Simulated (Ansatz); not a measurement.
# ClFHOSi radical: a rigid scan of the bond length O1–H5

How does the energy rise as the bond length O1–H5 leaves its equilibrium value, and do density functionals follow CCSD(T)? No other atom is relaxed.

Computed with Ansatz 0.2.0, Gaussian basis. Level: single points in def2-TZVPP.

Levels: PBE-D4, r2SCAN-D4, PBE0-D4, B3LYP-D4, wB97M-V, Hartree-Fock, MP2, CCSD, CCSD(T). The scan takes 0.845, 0.878, 0.927, 0.985, 1.048, 1.116, 1.189, 1.265, 1.344 Å.

Correlated methods freeze the cores. Orbitals are unrestricted. B3LYP uses VWN-RPA correlation.

19 further runs of the same task are left out: 19 set aside as unsound or not needed.

### 1 The starting structure

The minimum, relaxed at PBE0-D4: SMILES `O[Si](F)Cl`, 5 atoms, charge 0, spin multiplicity 2.

Atoms are counted from 1 here; the program's logs count them from 0.

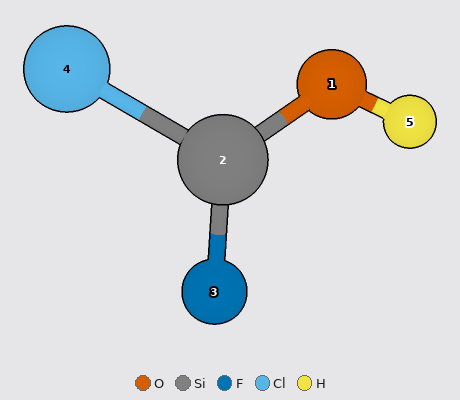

Start geometry, drawn with colours as in the key; atoms are numbered from 1 in the order of the file.

Geometry (Å):

```xyz
5
charge 0, multiplicity 2
O    -0.0035    1.1413   -0.0135
Si    0.0783   -0.4267    0.4257
F     0.9795   -1.2321   -0.6168
Cl   -1.8251   -1.1577    0.3532
H     0.8206    1.6016   -0.1898
```

Energies of the minimum (eV), from earlier single points: PBE-D4 -25172.75251, r2SCAN-D4 -25183.03783, PBE0-D4 -25174.40838, B3LYP-D4 -25187.55221, wB97M-V -25184.16713, CCSD(T) -25153.55825.

At the minimum the bond length O1–H5 is 0.960 Å.

### 2 O1–H5 = 0.845 Å

The input, ccsdt-tzvpp/in.yaml:

```yaml
crystal:
  periodic: [false, false, false]
  atoms:
    - {symbol: O, position_ang: [-0.003456, 1.141293, -0.013534]}
    - {symbol: Si, position_ang: [0.078268, -0.426716, 0.425685]}
    - {symbol: F, position_ang: [0.979491, -1.232149, -0.616838]}
    - {symbol: Cl, position_ang: [-1.825116, -1.157739, 0.353152]}
    - {symbol: H, position_ang: [0.721724, 1.546372, -0.168617]}
basis:
  gaussian: {orbitals: def2-TZVPP}
magnetization: {spin_polarized: true, initial_magnetization: 1}
correlation: {method: ccsd_t}
scf: {omitted_lower_state_checks: [cluster_reference]}
```

No record of the launch command was kept for these runs.

The runs that follow: O1–H5 = 0.878 Å; O1–H5 = 0.927 Å; O1–H5 = 0.985 Å; O1–H5 = 1.048 Å; O1–H5 = 1.116 Å; O1–H5 = 1.189 Å; O1–H5 = 1.265 Å; O1–H5 = 1.344 Å.

What does the calculation give? Wanted: highest point, CCSD(T); lowest point, CCSD(T); minimum along the scan, CCSD(T); RMS deviation from CCSD(T); largest T1 diagnostic.

**Answer**, as computed:

| quantity | value |
| --- | --- |
| highest point, CCSD(T) | 1.807 eV at 1.344 Å |
| lowest point, CCSD(T) | 0.000 eV at 0.960 Å |
| minimum along the scan, CCSD(T) | 0.959 Å |
| curvature there | 53.8 eV/Å² |
| RMS deviation from CCSD(T) | PBE-D4 0.098, r2SCAN-D4 0.019, PBE0-D4 0.016, B3LYP-D4 0.023, wB97M-V 0.007, Hartree-Fock 0.218, MP2 0.010, CCSD 0.032 eV |
| largest T1 diagnostic | 0.015 |

A polynomial through the near points puts the CCSD(T) minimum 0.001 Å below the PBE0-D4 value. The well is lopsided: squeezing costs more than stretching by the same length. Curvature against CCSD(T): PBE-D4 -7 %, Hartree-Fock +14 %. The curve of wB97M-V lies nearest to CCSD(T), that of Hartree-Fock farthest.
